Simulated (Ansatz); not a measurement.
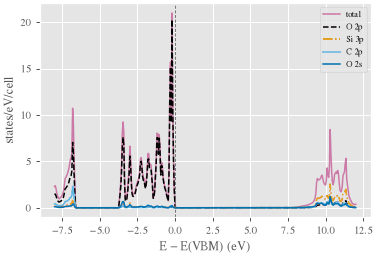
Fig. 1. Total and projected density of states of SiCO4 in space group I-4 (No. 82; Si on 2a, C on 2c, O on 8g), DFT-r²SCAN in the program Ansatz with PAW potentials

**Question.** Which orbitals carry the states next to the gap?

**Answer.** Top 1 eV of the valence band: O 2p 96 %. Bottom 1 eV of the conduction band: Si 3s 36 %, O 2s 20 %, Si 3p 10 %, O 2p 8 %, C 2s 6 %, outside the projected shells 16 %. Projections are on Löwdin-orthogonalised atomic valence shells; empty p or d shells of many metals are not among them.

The start of the workflow was typed in or built on a structure type; neither database checked (COD, Materials Project) lists it. Its standing as an ambient phase is unchecked. Symmetry was held in the r²SCAN relaxation; whether a distortion lowers the energy is not shown.

Potentials: the earlier of the program's two PAW sets.
